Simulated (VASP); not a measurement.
Band structure of BN (zinc blende). Computed with PBE GGA, VASP's PBE PAW potentials (set 64) (plane waves; VASP 6.6.1).

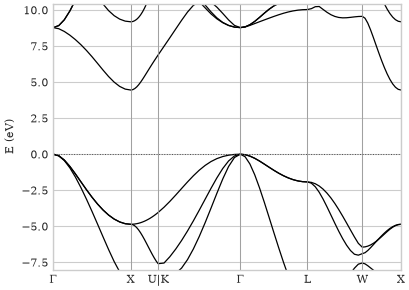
Figure: Bands along high-symmetry lines, zero at the valence-band maximum or, without a gap, the Fermi level

Problem. Read the plot: is there a gap, and where are the band edges?

Solution. The gap is indirect, 4.45 eV, from the valence maximum at Γ to the conduction minimum at X. (Edges off the drawn lines would not show.)

Measured: gap 6.20 eV at 300 K (computed value off by -1.75 eV), as given by arXiv:1206.3780.

The compound is BN in the zinc blende structure. It was relaxed first.
